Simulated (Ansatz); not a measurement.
# COF2 (carbonyl fluoride): levels of theory compared

We compute a comparison of 6 runs (UHF/STO-3G, PBE/STO-3G, SVWN5/STO-3G, UB3LYP/STO-3G, UPBE/STO-3G, FCI/STO-3G) of COF2 (carbonyl fluoride). 

The calculation is run with Ansatz 0.2.0.

62 further runs of the same task are left out: 5 that didn't finish, 57 set aside as unsound or not needed.

### 1 Starting point

The species is COF2 (4 atoms), meant as a singlet with charge 0. As SMILES, `O=C(F)F`. The F3–C2 distance was set to 2.618 Å, away from the relaxed value. At this shape a bond of the SMILES string is far longer than usual.

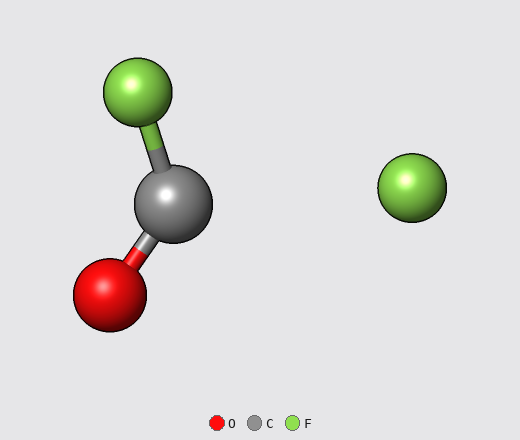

The structure, seen from a chosen angle (oxygen red, carbon grey, fluorine green).

### 2 A single-point energy at UHF/STO-3G (run 1)

Input file job.yaml:

```yaml
basis:
  gaussian:
    orbitals: STO-3G
crystal:
  periodic: [false, false, false]
  atoms:
    - {symbol: O, position_ang: [-2.179945, 0.657610, -0.259375]}
    - {symbol: C, position_ang: [-1.029115, 0.803380, -0.401915]}
    - {symbol: F, position_ang: [0.845490, -0.826670, 0.424670]}
    - {symbol: F, position_ang: [-0.448295, 1.810710, -1.003245]}
magnetization:
  spin_polarized: true
  initial_magnetization: 0
hamiltonian:
  xc: hf
accuracy: high
```

The run is started by

```console
$ ansatz run job.yaml --threads 1 --pin off --max-ram 3480MiB --events-out events.jsonl --progress --plain --runs-dir runs
```

The program printed:

```text
Warning: RAYON_NUM_THREADS=1 ignored (pool sized by the plan → 1); use --threads N
Functional definition: HF
  name "HF"
  exchange = exact_x
  correlation = 0
338 factors; integrals over basis functions are off by at most 3.4e-8 eV
mean field evaluation 1: about -8342.3944 eV, gradient 2.6e1 eV
mean field evaluation 2: about -8342.4448 eV, gradient 2.6e1 eV
mean field evaluation 4: about -8344.0761 eV, gradient 2.1e1 eV
mean field evaluation 8: about -8348.9338 eV, gradient 1.1e1 eV
mean field evaluation 16: about -8353.1754 eV, gradient 2.6e-2 eV
mean field evaluation 32: about -8348.2196 eV, gradient 1.1e1 eV
mean field evaluation 64: about -8359.1797 eV, gradient 7.0e-2 eV
mean field evaluation 96: about -8344.3639 eV, gradient 1.5e1 eV
mean field evaluation 128: about -8359.1090 eV, gradient 3.8e-1 eV
mean field evaluation 160: about -8359.1233 eV, gradient 3.0e-1 eV
mean field evaluation 192: about -8353.5179 eV, gradient 3.7e0 eV
mean field evaluation 224: about -8357.3803 eV, gradient 4.8e0 eV
mean field evaluation 256: about -8354.8725 eV, gradient 5.4e0 eV
mean field evaluation 288: about -8348.4145 eV, gradient 1.5e1 eV
mean field -8359.21317837 eV, -307.1954182269 hartree, gradient 1.2e-8 eV, S^2 1.038220; 5 other end points of the search recorded, 0 dependent functions left out
reference -8359.21317837 eV, -307.1954182269 hartree; 16, 16 occupied and 4, 4 virtual orbitals, 338 factors
Total energy: -8359.21317837 eV, -307.1954182269 hartree
```

It took 0.46 s on 1 thread of Arm Neoverse V2, shared host.

### 3 The energy at PBE/STO-3G (run 2)

Input file run.yaml:

```yaml
crystal:
  periodic: [false, false, false]
  atoms:
    - {symbol: O, position_ang: [-2.179945, 0.657610, -0.259375]}
    - {symbol: C, position_ang: [-1.029115, 0.803380, -0.401915]}
    - {symbol: F, position_ang: [0.845490, -0.826670, 0.424670]}
    - {symbol: F, position_ang: [-0.448295, 1.810710, -1.003245]}
basis:
  gaussian: {orbitals: STO-3G}
hamiltonian: {xc: {name: PBE}}
accuracy: high
```

The run is started by

```console
$ ansatz run run.yaml --threads 1 --pin off --max-ram 3480MiB --events-out events.jsonl --progress --plain --runs-dir runs
```

The program printed:

```text
Warning: RAYON_NUM_THREADS=1 ignored (pool sized by the plan → 1); use --threads N
Functional definition: PBE
  name "PBE"
  parameter kappa = 0.804
  parameter beta = 0.06672455060314922
  exchange = pbe_x(kappa = kappa, mu = beta*pi^2/3)
  correlation = pbe_c(beta = beta)
338 factors; integrals over basis functions are off by at most 3.4e-8 eV
mean field evaluation 1: about -8372.0678 eV, gradient 3.0e1 eV
mean field evaluation 2: about -7995.9081 eV, gradient 3.6e1 eV
mean field evaluation 4: about -8371.0512 eV, gradient 1.1e1 eV
mean field evaluation 8: about -8383.3615 eV, gradient 1.7e-1 eV
mean field evaluation 16: about -8364.8466 eV, gradient 4.9e0 eV
mean field -8383.36162801 eV, -308.0828573826 hartree, gradient 2.1e-8 eV, S^2 0.000000; 0 other end points of the search recorded, 0 dependent functions left out
reference -8383.36162886 eV, -308.0828574142 hartree; 16, 16 occupied and 4, 4 virtual orbitals, 338 factors
Total energy: -8383.36162886 eV, -308.0828574142 hartree
```

Run time: 0.97 s. Hardware: 1 thread of Arm Neoverse V2, shared host.

Runs 3 to 4 aren't shown in full; the table further down has their settings and results.

### 4 A single-point energy at UPBE/STO-3G (run 5)

run.yaml: that of step 3 with these lines changed.

```diff
@@ -1 +1,3 @@
+basis:
+  gaussian: {orbitals: STO-3G}
 crystal:
@@ -7,5 +9,4 @@
     - {symbol: F, position_ang: [-0.448295, 1.810710, -1.003245]}
-basis:
-  gaussian: {orbitals: STO-3G}
-hamiltonian: {xc: {name: PBE}}
+magnetization: {spin_polarized: true, initial_magnetization: 0}
+hamiltonian: {xc: pbe}
 accuracy: high
```

The run is started by

```console
$ ansatz run run.yaml --threads 1 --pin off --max-ram 3480MiB --events-out events.jsonl --progress --plain --runs-dir runs
```

The program printed, shortened:

```text
Warning: RAYON_NUM_THREADS=1 ignored (pool sized by the plan → 1); use --threads N
[... 2 set-up lines as earlier in the session ...]
[...]
338 factors; integrals over basis functions are off by at most 3.4e-8 eV
[...]
mean field -8383.75160398 eV, -308.0971887355 hartree, gradient 1.0e-8 eV, S^2 0.742013; 14 other end points of the search recorded, 0 dependent functions left out
reference -8383.75160485 eV, -308.0971887672 hartree; 16, 16 occupied and 4, 4 virtual orbitals, 338 factors
Total energy: -8383.75160485 eV, -308.0971887672 hartree
```

Run time: 14 s. Hardware: 1 thread of Arm Neoverse V2, shared host; peak memory 0.12 GiB.

### 5 A single-point energy at FCI/STO-3G (run 6)

Input file input.yaml:

```yaml
crystal:
  periodic: [false, false, false]
  atoms:
    - {symbol: O, position_ang: [-2.179945, 0.657610, -0.259375]}
    - {symbol: C, position_ang: [-1.029115, 0.803380, -0.401915]}
    - {symbol: F, position_ang: [0.845490, -0.826670, 0.424670]}
    - {symbol: F, position_ang: [-0.448295, 1.810710, -1.003245]}
basis:
  gaussian: {orbitals: STO-3G}
correlation: {method: fci, frozen_orbitals: {C: 1, F: 1, O: 1}}
accuracy: high
```

The run is started by

```console
$ ansatz run input.yaml --threads 1 --pin off --max-ram 3480MiB --events-out events.jsonl --progress --plain --runs-dir runs
```

The program printed, shortened:

```text
Warning: RAYON_NUM_THREADS=1 ignored (pool sized by the plan → 1); use --threads N
[... 2 set-up lines as earlier in the session ...]
[...]
338 factors; integrals over basis functions are off by at most 3.4e-8 eV
[...]
mean field -8353.17540189 eV, -306.9735340338 hartree, gradient 2.9e-8 eV, S^2 0.000000; 0 other end points of the search recorded, 0 dependent functions left out; unrestricted orbitals would lower it
[...]
unrestricted determinant -8359.21317837 eV, -307.1954182269 hartree, S^2 1.0382
4 core orbitals not correlated: weight in the atoms' cores, before any rotation towards them, 1.000 or more for the frozen orbitals, at most 0.000 for the correlated occupied ones
reference -8353.17540189 eV, -306.9735340338 hartree; 12, 12 occupied and 4, 4 virtual orbitals, 338 factors
state -8363.49939626 eV, -307.3529338290 hartree
Total energy: -8363.49939626 eV, -307.3529338290 hartree
```

It took 13 s on 1 thread of Arm Neoverse V2, shared host; peak memory 0.21 GiB.

### 6 Overview of the runs

```tsv
run	level	frozen core orbitals	energy (Eh)	wall time
1	UHF/STO-3G	–	-307.195418	0.46 s
2	PBE/STO-3G	–	-308.082857	0.97 s
3	SVWN5/STO-3G	–	-306.188644	0.62 s
4	UB3LYP/STO-3G	–	-308.384464	4.8 s
5	UPBE/STO-3G	–	-308.097189	14 s
6	FCI/STO-3G	4	-307.352934	13 s
```

### 7 What came out

```
                                          quantity          value
                               run 6: total energy  -307.35293 Eh
run 6: correlation energy (4 core orbitals frozen)     -379.4 mEh
```

In words: Against full CI in this basis: UHF +157.5 mEh. Totals of different functionals can't be ranked against each other. In runs 1, 2, 3, 4, 5, 6 the basis is minimal, so the values are rough. In runs 2, 3 a closed-shell determinant meets a far-stretched bond, which it describes badly. Spin contamination of the reference: run 1 ⟨S²⟩ = 1.04, run 4 ⟨S²⟩ = 0.91, run 5 ⟨S²⟩ = 0.74. Where it is this large, the reference is a mixture of spin states, and values that rest on it are in doubt. All runs together took 34 s, the longest 14 s.
